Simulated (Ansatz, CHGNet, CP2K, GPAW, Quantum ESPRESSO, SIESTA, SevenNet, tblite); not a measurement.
## Random packing of C71N29 (at. %) (109 atoms) in other programs, against a plane-wave reference

Aim: run random packing of C71N29 (at. %) (109 atoms) in several programs and set results and cost side by side. A plane-wave run serves as the reference.

Main program and level: Quantum ESPRESSO 7.5; Kohn-Sham DFT, PBE, SSSP efficiency 1.3.0 pseudopotentials, plane waves.

### 1. The starting structure

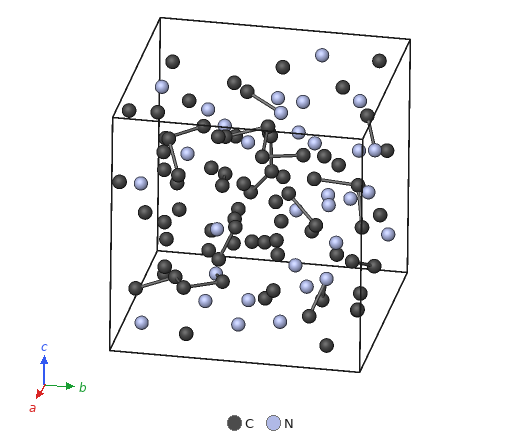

Start, viewed slightly off an axis; carbon dark grey, nitrogen light blue. Bonds to atoms that aren't drawn are left out. Some periodic images of atoms are drawn too.

The cell holds 109 atoms: 77 C and 32 N. Its edges and angles: a = 9.809 Å, b = 9.809 Å, c = 9.809 Å, α = 90.0°, β = 90.0°, γ = 90.0°. 109 atoms (77 C, 32 N) packed at random in a cube at 2.42 g/cm³ and pushed apart as soft spheres; a start for melting by ab initio MD, not an equilibrated structure. Then every atom was moved at random, 0.03 Å r.m.s. a Cartesian component.

### 2. Reference: Quantum ESPRESSO, plane waves

The input, pw.in:

```
&control
  calculation = 'scf'
  pseudo_dir = './pseudo'
  outdir = './tmp'
  disk_io = 'none'
  tprnfor = .true.
  tstress = .true.
/
&system
  ibrav = 0
  nat = 109
  ntyp = 2
  ecutwfc = 60
  ecutrho = 480
  nosym = .true.
  occupations = 'smearing'
  smearing = 'fd'
  degauss = 0.003675
/
&electrons
  conv_thr = 5.4e-07
  electron_maxstep = 100
  mixing_beta = 0.2
  mixing_mode = 'local-TF'
  diagonalization = 'david'
/
ATOMIC_SPECIES
C 12.011 C.upf
N 14.007 N.upf
CELL_PARAMETERS angstrom
9.80880 0.00000 0.00000
0.00000 9.80880 0.00000
0.00000 0.00000 9.80880
ATOMIC_POSITIONS crystal
C 0.47616 0.53573 0.74642
C 0.02056 0.91634 0.52377
C 0.36257 0.06166 0.75530
C 0.35872 0.27138 0.18081
C 0.33741 0.77978 0.20112
C 0.04782 0.63176 0.38755
C 0.56462 0.13493 0.18600
C 0.70506 0.76274 0.48225
C 0.89045 0.57979 0.83865
C 0.64015 0.20421 0.46998
C 0.17242 0.24779 0.18396
C 0.18932 0.34266 0.60401
[... 93 atom lines left out ...]
N 0.46074 0.32275 0.31955
N 0.51391 0.35827 0.78972
N 0.49571 0.10166 0.92496
N 0.95434 0.11780 0.11078
K_POINTS gamma
```

The run is started by

```sh
OMP_NUM_THREADS=1 mpirun -np 4 pw.x -in pw.in > output.txt
```

Numbers of over 12 decimals in the logs are rounded to 6 here.

What it wrote:

```text
Program PWSCF
     gamma-point specific algorithms are used
     one sub-group per band group will be used
     scalapack distributed-memory algorithm (size of sub-group:  2*  2 procs)
     Parallelization info
     sticks:   dense  smooth     PW     G-vecs:    dense   smooth      PW
     Min        3282    1639    411               282718    99868   12514
     Max        3284    1644    414               282720    99872   12516
     Sum       13133    6565   1649              1130877   399479   50061
     bravais-lattice index     =            0
     lattice parameter (alat)  =      18.5359  a.u.
     unit-cell volume          =    6368.6039 (a.u.)^3
     number of atoms/cell      =          109
     number of atomic types    =            2
     number of electrons       =       468.00
[... lines left out ...]
     scf convergence threshold =      5.4E-07
[... lines left out ...]
     number of k points=     1  Fermi-Dirac smearing, width (Ry)=  0.0037
[... lines left out ...]
     total energy              =   -2036.82382172 Ry
[... lines left out ...]
     total energy              =   -2036.64825481 Ry
[... lines left out ...]
     total energy              =   -2036.73846055 Ry
[... lines left out ...]
     total energy              =   -2036.77148684 Ry
[... lines left out ...]
     total energy              =   -2036.77148717 Ry
[... lines left out ...]
   -14.1678 -13.9190 -12.0357 -11.6949 -11.5237 -11.3710 -11.3075 -10.9248
   -10.8638 -10.5877 -10.4943 -10.2935 -10.1720  -9.9724  -9.9013  -9.5825
    -9.3863  -9.2198  -9.1211  -8.8969  -8.6893  -8.6276  -8.2715  -8.2032
[...]
8.5512   8.5701   8.6141   8.6536   8.7138   8.7557   8.7857   8.8142
     8.8941   8.9376   8.9508   8.9952   8.9960   9.0965   9.1233   9.1848
     9.2254
     the Fermi energy is     7.2415 ev
!    total energy              =   -2036.77148712 Ry
     estimated scf accuracy    <       0.00000032 Ry
     smearing contrib. (-TS)   =      -0.03596126 Ry
     internal energy E=F+TS    =   -2036.73552586 Ry
     The total energy is F=E-TS. E is the sum of the following terms:
     one-electron contribution =      15.26428264 Ry
     hartree contribution      =     260.24701088 Ry
     xc contribution           =    -494.62121469 Ry
     ewald contribution        =   -1341.15850296 Ry
     one-center paw contrib.   =    -476.46710173 Ry
     convergence has been achieved in  16 iterations
     Forces acting on atoms (cartesian axes, Ry/au):
     atom    1 type  1   force =    -0.01982518   -0.00937852   -0.07376032
     atom    2 type  1   force =     0.08306388   -0.07403934   -0.09491308
     atom    3 type  1   force =    -0.03799312    0.01756778   -0.02951818
[...]
atom  108 type  2   force =    -0.09312428    0.04181906   -0.02513750
     atom  109 type  2   force =    -0.06356355   -0.10357078   -0.01174369
     Total force =     1.363902     Total SCF correction =     0.000881
     Computing stress (Cartesian axis) and pressure
          total   stress  (Ry/bohr**3)                   (kbar)     P=     -238.33
  -0.00166736   0.00004568  -0.00020278         -245.28        6.72      -29.83
   0.00004568  -0.00183867  -0.00004885            6.72     -270.48       -7.19
  -0.00020278  -0.00004885  -0.00135432          -29.83       -7.19     -199.23
     Message from routine punch:
     Nothing written, as per user request (disk_io='none')
```

Elapsed: 2 min, on 4 MPI ranks of Arm Neoverse V2, shared host; peak memory 3.1 GiB; 8.1 min of CPU time.

Banners, paths, timers and routine set-up lines are dropped from the logs unmarked, and long logs keep their key lines alone; longer cuts are marked.

Numbers from this run:

| Property | Result |
| --- | --- |
| r.m.s. force component | 1.939 eV/Å |
| longest force | 8.589 eV/Å |
| pressure | -23.83 GPa |

### 3. The ladder

The programs:
- CHGNet: machine-learned potential, published weights.
- CP2K 2026.2: Gaussian basis with GTH pseudopotentials and a plane-wave density; labels give functional, basis (MOLOPT sets; SR short-range, UZH the newer set with its own potentials), grid cutoff/relative cutoff and solver (OT: orbital transformation; TRS4, TC2, SIGN: linear-scaling purification with its sparsity filter), or its built-in tight binding.
- GPAW 26.7.0: PAW with atomic orbitals (LCAO), plane waves or a real-space grid of spacing h.
- Quantum ESPRESSO 7.5: plane waves; labels (QE) give functional, pseudopotential set and cutoffs of waves/density.
- SIESTA 5.4.2: numerical atomic orbitals, whose automatically made sets are far from complete, with PseudoDojo norm-conserving potentials that we converted to its format (checked against plane waves on the same files for H, C, O, Si, Ge and Ca alone); labels give functional, basis size, energy shift and mesh cutoff.
- SevenNet: machine-learned potential, published weights.
- tblite 0.8.0: extended tight binding, driven from Python.

All use the same cell and atoms; the electronic-structure runs use the same k-mesh, and an electronic temperature of 580 K (0.05 eV) where levels are smeared.

Differences are against the plane-wave reference, forces as r.m.s. over components; share is that over the reference's r.m.s. force, slope the least-squares factor from reference forces to these. Total energies of different programs have different zeros and aren't compared.

| run | Δ force, r.m.s. (meV/Å) | share (%) | slope | Δ pressure (GPa) | cores | CPU time | memory (GiB) |
| --- | --- | --- | --- | --- | --- | --- | --- |
| reference | - | - | - | - | 4 | 8.1 min | 3.1 |
| CHGNet r2SCAN potential | 748 | 38.6 | 0.866 | 0.115 | 1 | 4.7 s | 2.5 |
| CP2K PBE, DZVP-UZH, 600/50 Ry, diagonalisation | 89.2 | 4.60 | 1.002 | 2.76 | 4 | 10 min | 3.5 |
| CP2K PBE, SZV-MOLOPT-SR, 600/50 Ry, diagonalisation (coarse) | 918 | 47.3 | 1.120 | 9.17 | 2 | 5.6 min | 2.4 |
| GPAW PBE, LCAO dzp, h 0.18 Å | 78.2 | 4.03 | 0.983 | - | 2 | 5.5 min | 1.7 |
| GPAW PBE, LCAO dzp, h 0.18 Å, other mixer settings | 80.2 | 4.14 | 0.982 | - | 4 | 7.5 min | 2.3 |
| GPAW PBE, LCAO dzp, h 0.25 Å (coarse) | 461 | 23.8 | 0.961 | - | 2 | 3.2 min | 1.1 |
| GPAW PBE, LCAO szp(dzp), h 0.18 Å (coarse) | 507 | 26.1 | 0.828 | - | 1 | 4.1 min | 1.2 |
| QE PBE+D3(BJ), sssp-1.3.0-efficiency, 60/480 Ry | 120 | 6.20 | 0.983 | 0.405 | 4 | 8 min | 3.3 |
| QE PBE, sssp-1.3.0-efficiency, 60/480 Ry, rmm-davidson | 0.17 | 0.0087 | 1.000 | -0.0023 | 4 | 8.7 min | 3.3 |
| SIESTA PBE, DZ, shift 0.01 Ry, mesh 500 Ry (coarse) | 595 | 30.7 | 0.868 | 10.0 | 2 | 4.1 min | 1.5 |
| SIESTA PBE, DZP, shift 0.01 Ry, mesh 500 Ry | 103 | 5.30 | 0.984 | 1.91 | 4 | 12 min | 2.8 |
| SIESTA PBE, SZ, shift 0.01 Ry, mesh 500 Ry (coarse) | 1431 | 73.8 | 0.594 | 23.0 | 1 | 2.7 min | 1.0 |
| SevenNet 0 potential | 759 | 39.2 | 0.922 | -3.72 | 1 | 7.8 s | 1.3 |
| SevenNet l3i5 potential | 714 | 36.8 | 0.895 | -4.04 | 1 | 12 s | 2.4 |
| tblite GFN1-xTB | 857 | 44.2 | 1.293 | -30.8 | 1 | 2.5 s | 0.12 |

Rows marked coarse were listed beforehand as settings not expected to be converged; some can still land near the reference.

Times of the machine-learned potentials are mostly Python's start and the loading of weights.

CPU time is summed over cores on a shared host, where runs went side by side, so it is rough. Symmetry, cutoffs, thresholds, outputs and thread counts weren't matched or tuned between programs; memory under MPI is the largest rank's times the ranks.

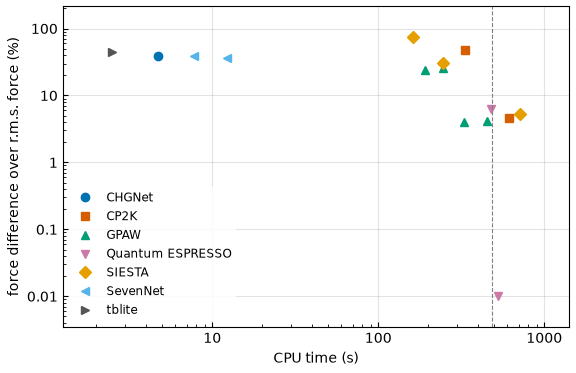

Force difference against CPU time; the dashed line marks the reference's time.

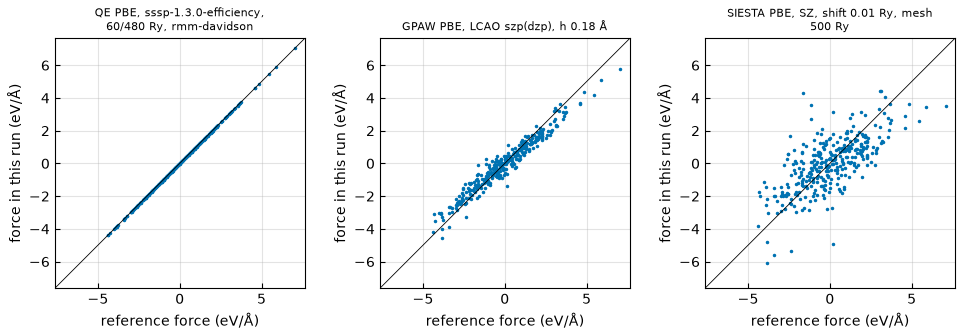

Force components against those of the reference; the line marks equality.

Runs without a result: CP2K GFN1-xTB, diagonalisation (not converged, the SCF not settling).

Mean charges by element (e), by run and scheme:

| run | scheme | C | N |
| --- | --- | --- | --- |
| CP2K PBE, DZVP-UZH, 600/50 Ry, diagonalisation | Mulliken | +0.06 | -0.15 |
| CP2K PBE, DZVP-UZH, 600/50 Ry, diagonalisation | Hirshfeld | +0.02 | -0.04 |
| SIESTA PBE, DZP, shift 0.01 Ry, mesh 500 Ry | Hirshfeld | +0.01 | -0.02 |
| tblite GFN1-xTB | Mulliken | +0.08 | -0.18 |

Within one program, basis, potentials and functional, energies share a zero. Each run against its twin at the usual cutoff or grid and solver:

| run | twin | Δ energy (meV/atom) | Δ force, r.m.s. (meV/Å) | CPU time over the twin's |
| --- | --- | --- | --- | --- |
| GPAW PBE, LCAO dzp, h 0.18 Å, other mixer settings | LCAO dzp, h 0.18 Å | 2.0e-4 | 5.15 | 1.4 (this twin ran on 2 cores) |
| GPAW PBE, LCAO dzp, h 0.25 Å | LCAO dzp, h 0.18 Å | 308 | 458 | 0.58 |
| QE PBE, sssp-1.3.0-efficiency, 60/480 Ry, rmm-davidson | sssp-1.3.0-efficiency, 60/480 Ry | 0 | 0.17 | 1.1 |

### 4. Outcome

```json
{"reference r.m.s. force component": "1.94 eV/Å", "nearest in forces": "QE PBE, sssp-1.3.0-efficiency, 60/480 Ry, rmm-davidson, 0.0087 %", "farthest in forces": "SIESTA PBE, SZ, shift 0.01 Ry, mesh 500 Ry (coarse), 74 %", "cheapest electronic-structure run beside the reference": "tblite GFN1-xTB, 2.5 s of CPU time"}
```

In words: With the reference's own potentials and cutoffs, another solver or threshold moves forces by 0.0087 % (QE PBE, sssp-1.3.0-efficiency, 60/480 Ry, rmm-davidson). The PBE runs in local orbitals, coarse settings apart, differ by 4.0 % (GPAW PBE, LCAO dzp, h 0.18 Å) to 5.3 % (SIESTA PBE, DZP, shift 0.01 Ry, mesh 500 Ry); basis, grid and potentials can all enter. Tight binding differs by 44 % (tblite GFN1-xTB); it is another model, with fitted parameters of its own, and the xTB methods hold dispersion. Machine-learned potentials differ by 37 % (SevenNet l3i5 potential) to 39 % (SevenNet 0 potential); they were trained on other programs' data, some at another functional. In the reference's own program, potentials and cutoffs, a change of model alone moves forces by 6.2 % (QE PBE+D3(BJ), sssp-1.3.0-efficiency, 60/480 Ry). Runs with settings chosen to be coarse differ by 24 % (GPAW PBE, LCAO dzp, h 0.25 Å) to 74 % (SIESTA PBE, SZ, shift 0.01 Ry, mesh 500 Ry), their programs' other errors included. Of the electronic-structure runs that take under half the reference's CPU time, GPAW PBE, LCAO dzp, h 0.25 Å comes nearest, at 24 % in 3.2 min against 8.1 min. GPAW PBE, LCAO szp(dzp), h 0.18 Å softens the forces by a factor of 0.83 while following their directions (correlation 0.973); the slopes of the 4 GPAW runs lie between 0.83 and 0.98. In pressure, SIESTA PBE, SZ, shift 0.01 Ry, mesh 500 Ry misses by +23.0 GPa, at the same functional. Charges hang on model, scheme and program or settings: among these rows the mean for N runs from -0.18 to -0.02 e. In the reference: levels near the Fermi energy are neither full nor empty under the smearing, so no gap is quoted. Periodic xTB results under one method name differ between programs and library versions. The reference's pressure holds the uncorrected Pulay stress of its 60 Ry basis, so small pressure differences, and their order, may be the reference's own error. Machine-learned potentials mimic data converged in k, so the reference's own k-point error enters their differences. The reference's stress is far from hydrostatic: its diagonal is -24.5, -27.0, -19.9 GPa, compression counted positive. The reference's pressure of -24 GPa says that the cell would shrink at this level of theory. The electronic-structure runs sample only Γ, in a cell whose shortest periodic width is 10 Å, which is coarse for a cell with partly filled levels.

[Also dropped from logs without a mark: logging warnings of Python, and SIESTA's first energy breakdown and zero terms.]

[Logs are printed without paths, hosts, clocks, repeated set-up lines and the standing remarks that a program may print on its own settings, such as how far it seeks lower states.]

[Hosts, paths, dates, database ids (printed as entryN), source tags and the programs' standing remarks are cut or masked in the printed files.]
